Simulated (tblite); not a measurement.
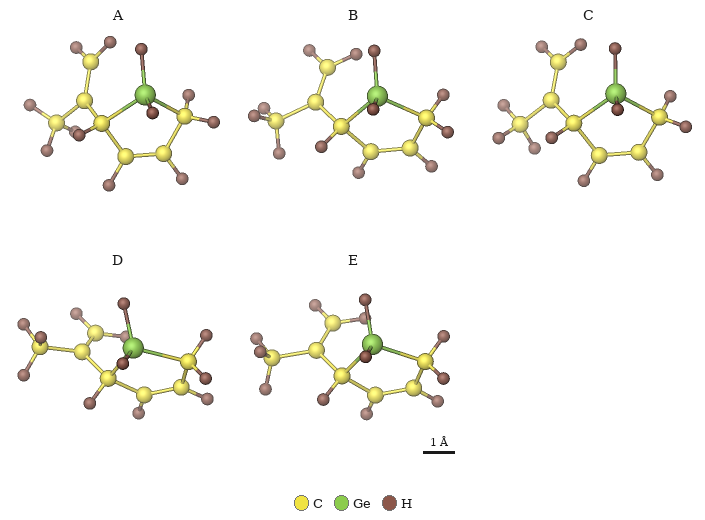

5 geometries from one relaxation of C7H12Ge, in shuffled order. A ball-and-stick model, seen at a tilt.

All numbers below come from GFN2-xTB geometry optimisation, gas phase in tblite 0.8.0. 

Question: Order the frames from highest to lowest energy.

Answer: A, C, B, E, D. They are steps 0, 63, 91, 125, 181, at +0.746 eV, +0.131 eV, +0.081 eV, +0.035 eV relative to the last. After 181 geometry steps the energy has fallen by 0.746 eV. The atom that moves furthest after the best rigid fit is an H atom (2.69 Å). Largest moves by element: H 2.69 Å, C 1.44 Å, Ge 0.48 Å. Among the contacts that change: C–H 1.139 → 1.082 Å, C–C 1.272 → 1.322 Å, C–Ge 1.962 → 2.006 Å, Ge–H 1.547 → 1.511 Å. Bond angles that change, for instance: H–Ge–H 114.1° → 106.7°, C–C–C 115.8° → 122.6°, C–C–C 107.6° → 113.9°. Groups turn about C–C by about 100°, C–C by about 35°, C–Ge by about 30°.
